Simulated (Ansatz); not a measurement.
**NH₃+ (doublet): correlated methods under varied settings at a displaced geometry (v2)**

What do other methods and options give for NH₃+ (doublet) at this geometry, and how long do they take?

Method: the settings change from run to run; program: Ansatz 0.2.0, Gaussian basis.

11 further runs of the same task are left out: 2 that didn't finish, 9 set aside as unsound or not needed.

## (1) The system

The geometry is a PBE0/def2-TZVP stationary point (not a proven minimum) with its atoms shifted at random (size 0.100 Å).

4 atoms, charge 1, spin multiplicity 2.

Atoms are counted from 1 here; the program's logs count them from 0.

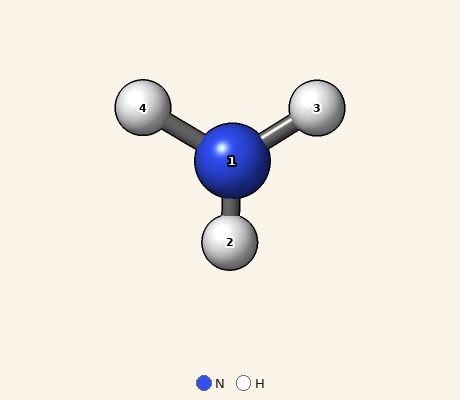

The geometry (nitrogen blue, hydrogen white); atoms are numbered from 1 in the order of the file.

## (2) MP2 on ROHF/cc-pVDZ

in.yaml

```yaml
crystal:
  periodic: [false, false, false]
  atoms:
    - {symbol: N, position_ang: [0.015286, 0.005622, -0.002168]}
    - {symbol: H, position_ang: [0.874433, 0.027751, 0.009356]}
    - {symbol: H, position_ang: [-0.596891, 0.861518, -0.001517]}
    - {symbol: H, position_ang: [-0.489957, -0.967398, 0.022291]}
basis:
  gaussian: {orbitals: cc-pVDZ}
total_charge: 1
magnetization: {spin_polarized: false, initial_magnetization: 1}
correlation: {method: mp2, electrons: all}
output: {forces: true}
```

Started as:

```sh
> ansatz run in.yaml --threads 1 --pin off --events-out ev --progress --plain --max-ram 2393MiB
```

What it wrote:

```text
Functional definition: HF
  name "HF"
  cite "Fock, Z. Phys. 61, 126 (1930) doi:10.1007/BF01340294"
  parent pbe
  exchange = exact_x
  correlation = 0
264 factors; integrals over basis functions are off by at most 1.7e-3 eV
mean field evaluation 1: about -1517.7912 eV, gradient 2.9e1 eV
mean field evaluation 2: about -1517.7897 eV, gradient 2.9e1 eV
mean field evaluation 4: about -1519.5853 eV, gradient 1.5e0 eV
mean field evaluation 8: about -1519.5937 eV, gradient 9.3e-5 eV
mean field -1519.59367749 eV, -55.8440376301 hartree, gradient 1.4e-6 eV, S^2 0.750000; 0 other end points of the search recorded, 0 dependent functions left out
mean field evaluation 16: about -1519.7276 eV, gradient 1.5e-1 eV
reference -1519.59367749 eV, -55.8440376301 hartree; 5, 4 occupied and 24, 25 virtual orbitals, 264 factors
second order -3.93754594 eV of doubles, -0.08098499 eV of singles
the calculation of the forces begins
Total energy: -1523.61220843 eV, -55.9917159182 hartree
Atom 0 at     0.015286     0.005622    -0.002168 Å, force   -14.955254    -2.059265    -0.033580 eV/Å
Atom 1 at     0.874433     0.027751     0.009356 Å, force    12.997958     0.601971     0.141175 eV/Å
Atom 2 at    -0.596891     0.861518    -0.001517 Å, force     0.802750    -0.658456    -0.027098 eV/Å
Atom 3 at    -0.489957    -0.967398     0.022291 Å, force     1.154546     2.115750    -0.080498 eV/Å
Dipole moment:    -0.087607    -0.025840     0.007890 e Å
```

Wall time 0.24 s (1 thread of Intel Xeon Platinum 8259CL at 2.50GHz, shared host).

## (3) MP2 on UHF/def2-mTZVP

in.yaml: that of step 2 with these lines changed.

```diff
@@ -8,6 +8,5 @@
 basis:
-  gaussian: {orbitals: cc-pVDZ}
+  gaussian: {orbitals: def2-mTZVP, point_charges: [{charge: -0.50, position_ang: [5.019, 0.638, -0.538]}]}
 total_charge: 1
-magnetization: {spin_polarized: false, initial_magnetization: 1}
-correlation: {method: mp2, electrons: all}
-output: {forces: true}
+magnetization: {spin_polarized: true, initial_magnetization: 1}
+correlation: {method: mp2, electrons: valence}
```

The command is unchanged.

What it wrote:

```text
Functional definition: HF
  name "HF"
  cite "Fock, Z. Phys. 61, 126 (1930) doi:10.1007/BF01340294"
  parent pbe
  exchange = exact_x
  correlation = 0
264 factors; integrals over basis functions are off by at most 1.2e-3 eV
mean field evaluation 1: about -1519.0875 eV, gradient 2.6e1 eV
mean field evaluation 2: about -1519.0867 eV, gradient 2.6e1 eV
mean field evaluation 4: about -1521.4197 eV, gradient 1.3e0 eV
mean field evaluation 8: about -1521.4370 eV, gradient 6.3e-4 eV
mean field -1521.43703082 eV, -55.9117796157 hartree, gradient 6.9e-7 eV, S^2 0.761784; 0 other end points of the search recorded, 0 dependent functions left out
1 core orbitals not correlated: weight in the atoms' cores, before any rotation towards them, 1.000 or more for the frozen orbitals, at most 0.000 for the correlated occupied ones
reference -1521.43703082 eV, -55.9117796157 hartree; 4, 3 occupied and 23, 24 virtual orbitals, 264 factors
second order -3.72482519 eV of doubles, -0.00000000 eV of singles
Total energy: -1525.16185601 eV, -56.0486644165 hartree
```

It took 0.15 s on 1 thread of Intel Xeon Platinum 8259CL at 2.50GHz, shared host.

From the report: ⟨S²⟩ of the determinant 0.762 (pure doublet: 0.75).

## (4) CCSD on ROHF/aug-cc-pVDZ

in.yaml

```yaml
crystal:
  periodic: [false, false, false]
  atoms:
    - {symbol: N, position_ang: [0.015286, 0.005622, -0.002168]}
    - {symbol: H, position_ang: [0.874433, 0.027751, 0.009356]}
    - {symbol: H, position_ang: [-0.596891, 0.861518, -0.001517]}
    - {symbol: H, position_ang: [-0.489957, -0.967398, 0.022291]}
basis:
  gaussian: {orbitals: aug-cc-pVDZ}
total_charge: 1
magnetization: {spin_polarized: false, initial_magnetization: 1}
correlation: {method: ccsd, electrons: valence}
scf: {lower_state_search: off}
```

The command is unchanged.

What it wrote, cut to the lines that bear on the results:

```text
Functional definition: HF
  name "HF"
  cite "Fock, Z. Phys. 61, 126 (1930) doi:10.1007/BF01340294"
  parent pbe
[...]
479 factors; integrals over basis functions are off by at most 8.3e-4 eV
[...]
mean field -1519.70957337 eV, -55.8482967252 hartree, gradient 9.7e-7 eV, S^2 0.750000; 0 other end points of the search recorded, 0 dependent functions left out
1 core orbitals not correlated: weight in the atoms' cores, before any rotation towards them, 1.000 or more for the frozen orbitals, at most 0.000 for the correlated occupied ones
reference -1519.70957337 eV, -55.8482967252 hartree; 4, 3 occupied and 45, 46 virtual orbitals, 479 factors
second order -4.00203463 eV of doubles, -0.08224068 eV of singles
cycle   1  -4.50324795 eV  change   -4.2e-1 eV  update   3.5e-2
[...]
cycle   9  -4.64376183 eV  change   -9.9e-7 eV  update   4.4e-6
Total energy: -1524.35333520 eV, -56.0189518248 hartree
Checks for a lower state left out: stability, starts, cluster_reference, orbital_swaps, neighbouring_geometries, increment
```

It took 0.87 s on 1 thread of Intel Xeon Platinum 8259CL at 2.50GHz, shared host.

From the report: correlation -4.6438 eV; T1 0.014; largest double amplitude 0.02.

## (5) CCSD on ROHF/cc-pVDZ

in.yaml: that of step 4 with these lines changed.

```diff
@@ -8,6 +8,7 @@
 basis:
-  gaussian: {orbitals: aug-cc-pVDZ}
+  gaussian: {orbitals: cc-pVDZ}
 total_charge: 1
 magnetization: {spin_polarized: false, initial_magnetization: 1}
-correlation: {method: ccsd, electrons: valence}
-scf: {lower_state_search: off}
+correlation: {method: ccsd, electrons: all}
+scf: {omitted_lower_state_checks: [cluster_reference]}
+output: {forces: true}
```

Launched as before.

What it wrote, cut to the lines that bear on the results:

```text
Functional definition: HF
  name "HF"
  cite "Fock, Z. Phys. 61, 126 (1930) doi:10.1007/BF01340294"
  parent pbe
[...]
264 factors; integrals over basis functions are off by at most 1.7e-3 eV
[...]
mean field -1519.59367749 eV, -55.8440376301 hartree, gradient 1.4e-6 eV, S^2 0.750000; 0 other end points of the search recorded, 0 dependent functions left out
reference -1519.59367749 eV, -55.8440376301 hartree; 5, 4 occupied and 24, 25 virtual orbitals, 264 factors
second order -3.93754594 eV of doubles, -0.08098499 eV of singles
cycle   1  -4.43463057 eV  change   -4.1e-1 eV  update   3.4e-2
[...]
cycle   9  -4.57401148 eV  change   -1.4e-6 eV  update   3.1e-6
[...]
Total energy: -1524.16768897 eV, -56.0121294518 hartree
Atom 0 at     0.015286     0.005622    -0.002168 Å, force   -14.900527    -2.036118    -0.036683 eV/Å
Atom 1 at     0.874433     0.027751     0.009356 Å, force    13.094710     0.601811     0.141823 eV/Å
Atom 2 at    -0.596891     0.861518    -0.001517 Å, force     0.721326    -0.556903    -0.027428 eV/Å
Atom 3 at    -0.489957    -0.967398     0.022291 Å, force     1.084491     1.991210    -0.077711 eV/Å
Dipole moment:    -0.083642    -0.024291     0.007712 e Å
Checks for a lower state left out: cluster_reference
```

Wall time 0.9 s (1 thread of Intel Xeon Platinum 8259CL at 2.50GHz, shared host).

From the report: correlation -4.5740 eV; T1 0.012; largest double amplitude 0.03.

## (6) NEVPT2(3,8)/6-31G*

in.yaml: that of step 5 with these lines changed.

```diff
@@ -8,7 +8,5 @@
 basis:
-  gaussian: {orbitals: cc-pVDZ}
+  gaussian: {orbitals: "6-31G*"}
 total_charge: 1
 magnetization: {spin_polarized: false, initial_magnetization: 1}
-correlation: {method: ccsd, electrons: all}
-scf: {omitted_lower_state_checks: [cluster_reference]}
-output: {forces: true}
+correlation: {method: sc_nevpt2, electrons: valence, active_space: {window: {electrons: 3, orbitals: 8}}}
```

Launched as before.

What it wrote:

```text
Functional definition: HF
  name "HF"
  cite "Fock, Z. Phys. 61, 126 (1930) doi:10.1007/BF01340294"
  parent pbe
  exchange = exact_x
  correlation = 0
232 factors; integrals over basis functions are off by at most 7.9e-4 eV
mean field evaluation 1: about -1517.5687 eV, gradient 2.9e1 eV
mean field evaluation 2: about -1517.5678 eV, gradient 2.9e1 eV
mean field evaluation 4: about -1519.2711 eV, gradient 1.4e0 eV
mean field evaluation 8: about -1519.2778 eV, gradient 7.0e-5 eV
mean field -1519.27781971 eV, -55.8324300708 hartree, gradient 1.6e-6 eV, S^2 0.750000; 0 other end points of the search recorded, 0 dependent functions left out
reference -1519.27781971 eV, -55.8324300708 hartree; 5, 4 occupied and 16, 17 virtual orbitals, 232 factors
state -1520.39051170 eV, -55.8733207472 hartree
state -1520.39051170 eV, -55.8733207472 hartree; corrected -1522.96384129 eV, -55.9678888654 hartree
Total energy: -1522.96384129 eV, -55.9678888654 hartree
```

Run time: 0.99 s. Hardware: 1 thread of Intel Xeon Platinum 8259CL at 2.50GHz, shared host.

From the report: 224 determinants; active occupations 1.97, 1.00, 0.02, 0.00, 0.00, 0.00, 0.00, 0.00.

## (7) MRCISD+Q(3,3)/6-31G

in.yaml: that of step 6 with these lines changed.

```diff
@@ -8,5 +8,5 @@
 basis:
-  gaussian: {orbitals: "6-31G*"}
+  gaussian: {orbitals: 6-31G, fitting: {mean_field: def2-universal-jkfit}}
 total_charge: 1
 magnetization: {spin_polarized: false, initial_magnetization: 1}
-correlation: {method: sc_nevpt2, electrons: valence, active_space: {window: {electrons: 3, orbitals: 8}}}
+correlation: {method: fic_mrcisd_q, electrons: outside_noble_gas, active_space: {window: {electrons: 3, orbitals: 3}}}
```

The command is unchanged.

What it wrote, cut to the lines that bear on the results:

```text
Functional definition: HF
  name "HF"
  cite "Fock, Z. Phys. 61, 126 (1930) doi:10.1007/BF01340294"
  parent pbe
[...]
131 factors; integrals over basis functions are off by at most 3.7e-2 eV
[...]
mean field -1518.96834284 eV, -55.8210570055 hartree, gradient 7.0e-7 eV, S^2 0.750000; 0 other end points of the search recorded, 0 dependent functions left out
reference -1518.96834284 eV, -55.8210570055 hartree; 5, 4 occupied and 10, 11 virtual orbitals, 131 factors
state -1519.55880544 eV, -55.8427561060 hartree
contracted CI cycle   1: correlation 0.00000000 eV, 0.0000000000 hartree, residual 1.33e1 eV
contracted CI cycle   2: correlation -2.11517437 eV, -0.0777312244 hartree, residual 2.38e0 eV
contracted CI cycle   3: correlation -2.19860818 eV, -0.0807973603 hartree, residual 5.45e-1 eV
contracted CI cycle   4: correlation -2.20354826 eV, -0.0809789048 hartree, residual 1.19e-1 eV
contracted CI cycle   5: correlation -2.20377861 eV, -0.0809873702 hartree, residual 2.92e-2 eV
contracted CI cycle   6: correlation -2.20379174 eV, -0.0809878528 hartree, residual 7.98e-3 eV
contracted CI cycle   7: correlation -2.20379266 eV, -0.0809878863 hartree, residual 2.08e-3 eV
contracted CI cycle   8: correlation -2.20379272 eV, -0.0809878886 hartree, residual 4.69e-4 eV
state -1519.55880544 eV, -55.8427561060 hartree; corrected -1521.83223978 eV, -55.9263032771 hartree
Total energy: -1521.83223978 eV, -55.9263032771 hartree
```

Wall time 0.27 s (1 thread of Intel Xeon Platinum 8259CL at 2.50GHz, shared host).

From the report: 9 determinants; active occupations 1.98, 1.00, 0.02.

## (8) CISD/cc-pVTZ

in.yaml

```yaml
crystal:
  periodic: [false, false, false]
  atoms:
    - {symbol: N, position_ang: [0.015286, 0.005622, -0.002168]}
    - {symbol: H, position_ang: [0.874433, 0.027751, 0.009356]}
    - {symbol: H, position_ang: [-0.596891, 0.861518, -0.001517]}
    - {symbol: H, position_ang: [-0.489957, -0.967398, 0.022291]}
basis:
  gaussian: {orbitals: cc-pVTZ, fitting: {mean_field: def2-universal-jkfit}}
total_charge: 1
magnetization: {spin_polarized: false, initial_magnetization: 1}
correlation: {active_space: {ras: {orbitals: [3, 1, 67], electrons: 7, max_holes: 2, max_particles: 2}, fixed_orbitals: true}}
```

Launched as before.

What it wrote:

```text
Functional definition: HF
  name "HF"
  cite "Fock, Z. Phys. 61, 126 (1930) doi:10.1007/BF01340294"
  parent pbe
  exchange = exact_x
  correlation = 0
131 factors; integrals over basis functions are off by at most 9.3e-1 eV
mean field evaluation 1: about -1518.0125 eV, gradient 3.4e1 eV
mean field evaluation 2: about -1519.7694 eV, gradient 1.3e1 eV
mean field evaluation 4: about -1520.1418 eV, gradient 2.1e-1 eV
mean field evaluation 8: about -1520.1421 eV, gradient 8.5e-7 eV
mean field -1520.14206007 eV, -55.8641903183 hartree, gradient 8.5e-7 eV, S^2 0.750000; 0 other end points of the search recorded, 0 dependent functions left out
reference -1520.14206007 eV, -55.8641903183 hartree; 5, 4 occupied and 67, 68 virtual orbitals, 131 factors
state -1525.47855762 eV, -56.0603029859 hartree
Total energy: -1525.47855762 eV, -56.0603029859 hartree
```

It took 8 s on 1 thread of Intel Xeon Platinum 8259CL at 2.50GHz, shared host; peak memory 0.31 GiB.

From the report: 108,611 determinants.

## (9) CCSD(T)/def2-mTZVP

in.yaml

```yaml
crystal:
  periodic: [false, false, false]
  atoms:
    - {symbol: N, position_ang: [0.015286, 0.005622, -0.002168]}
    - {symbol: H, position_ang: [0.874433, 0.027751, 0.009356]}
    - {symbol: H, position_ang: [-0.596891, 0.861518, -0.001517]}
    - {symbol: H, position_ang: [-0.489957, -0.967398, 0.022291]}
basis:
  gaussian: {orbitals: def2-mTZVP, fitting: {mean_field: def2-universal-jkfit}, point_charges: [{charge: 1.00, position_ang: [5.555, -0.373, -0.844]}]}
total_charge: 1
magnetization: {spin_polarized: true, initial_magnetization: 1}
hamiltonian: {xc: {name: B3LYP}}
correlation: {method: ccsd_t, electrons: all, diis_vectors: 12}
```

Same command.

What it wrote, cut to the lines that bear on the results:

```text
Functional definition: B3LYP
  name "B3LYP"
  cite "Stephens, Devlin, Chabalowski & Frisch, J. Phys. Chem. 98, 11623 (1994) doi:10.1021/j100096a001"
  cite "Becke, Phys. Rev. A 38, 3098 (1988) doi:10.1103/PhysRevA.38.3098"
  cite "Lee, Yang & Parr, Phys. Rev. B 37, 785 (1988) doi:10.1103/PhysRevB.37.785"
  cite "Vosko, Wilk & Nusair, Can. J. Phys. 58, 1200 (1980) doi:10.1139/p80-159"
[...]
131 factors; integrals over basis functions are off by at most 4.1e-1 eV
[...]
mean field -1525.91269380 eV, -56.0762571964 hartree, gradient 3.4e-6 eV, S^2 0.753645; 0 other end points of the search recorded, 0 dependent functions left out
reference -1517.32498047 eV, -55.7606645526 hartree; 5, 4 occupied and 23, 24 virtual orbitals, 131 factors
second order -4.29260542 eV of doubles, -0.14436224 eV of singles
cycle   1  -4.74234847 eV  change   -3.1e-1 eV  update   3.3e-2
[...]
cycle   9  -4.87102348 eV  change   -4.8e-7 eV  update   3.7e-6
perturbative correction -0.07390954 eV, -0.0027161254 hartree
Total energy: -1522.26991349 eV, -55.9423874893 hartree
```

It took 0.69 s on 1 thread of Intel Xeon Platinum 8259CL at 2.50GHz, shared host.

From the report: ⟨S²⟩ of the determinant 0.754 (pure doublet: 0.75); correlation -4.9449 eV; T1 0.007; largest double amplitude 0.03. The orbitals are Kohn-Sham ones, so correlation energy and T1 don't compare with those on Hartree-Fock orbitals.

## (10) BCCD(T) on ROHF/STO-3G

in.yaml

```yaml
crystal:
  periodic: [false, false, false]
  atoms:
    - {symbol: N, position_ang: [0.015286, 0.005622, -0.002168]}
    - {symbol: H, position_ang: [0.874433, 0.027751, 0.009356]}
    - {symbol: H, position_ang: [-0.596891, 0.861518, -0.001517]}
    - {symbol: H, position_ang: [-0.489957, -0.967398, 0.022291]}
basis:
  gaussian: {orbitals: STO-3G}
total_charge: 1
magnetization: {spin_polarized: false, initial_magnetization: 1}
correlation: {method: bccd_t, electrons: outside_noble_gas}
```

Launched as before.

What it wrote, cut to the lines that bear on the results:

```text
Functional definition: HF
  name "HF"
  cite "Fock, Z. Phys. 61, 126 (1930) doi:10.1007/BF01340294"
  parent pbe
[...]
100 factors; integrals over basis functions are off by at most 1.1e-5 eV
[...]
mean field -1500.64124845 eV, -55.1475487094 hartree, gradient 2.8e-6 eV, S^2 0.750000; 0 other end points of the search recorded, 0 dependent functions left out
[...]
1 core orbitals not correlated: weight in the atoms' cores, before any rotation towards them, 1.000 or more for the frozen orbitals, at most 0.000 for the correlated occupied ones
reference -1500.64124845 eV, -55.1475487094 hartree; 4, 3 occupied and 3, 4 virtual orbitals, 100 factors
second order -1.05239170 eV of doubles, -0.05154587 eV of singles
cycle   1  -1.42230799 eV  change   -3.2e-1 eV  update   4.1e-2
[...]
cycle   9  -1.58941780 eV  change   -5.6e-6 eV  update   2.8e-6
perturbative correction -0.00534492 eV, -0.0001964223 hartree
Total energy: -1502.23601118 eV, -55.2061551586 hartree
```

Wall time 0.15 s (1 thread of Intel Xeon Platinum 8259CL at 2.50GHz, shared host).

From the report: correlation -1.5948 eV; largest double amplitude 0.07.

## (11) All runs side by side

| level | correlated | functions | energy (eV) | time |
| --- | --- | --- | --- | --- |
| MP2 on ROHF/cc-pVDZ | all | 29 | -1523.6122 | 0.24 s |
| MP2 on UHF/def2-mTZVP (beside a point charge) | valence | 28 | -1525.1619 | 0.15 s |
| CCSD on ROHF/aug-cc-pVDZ | valence | 50 | -1524.3533 | 0.87 s |
| CCSD on ROHF/cc-pVDZ | all | 29 | -1524.1677 | 0.9 s |
| NEVPT2(3,8)/6-31G* | valence | 21 | -1522.9638 | 0.99 s |
| MRCISD+Q(3,3)/6-31G | outside noble gas | 15 | -1521.8322 | 0.27 s |
| CISD/cc-pVTZ | valence | 72 | -1525.4786 | 8 s |
| CCSD(T)/def2-mTZVP (beside a point charge, on B3LYP orbitals) | all | 28 | -1522.2699 | 0.69 s |
| BCCD(T) on ROHF/STO-3G | outside noble gas | 8 | -1502.2360 | 0.15 s |

## (12) Outcome

| quantity | value |
| --- | --- |
| runs | 9 |
| quickest | MP2 on UHF/def2-mTZVP (beside a point charge), 0.15 s |
| slowest | CISD/cc-pVTZ, 8 s |

**Reading.** Total energies in different bases, with other cores or another treatment of relativity can't be set against each other. CISD/cc-pVTZ took 54 times as long as MP2 on UHF/def2-mTZVP (beside a point charge); the jobs differ in more than the method.
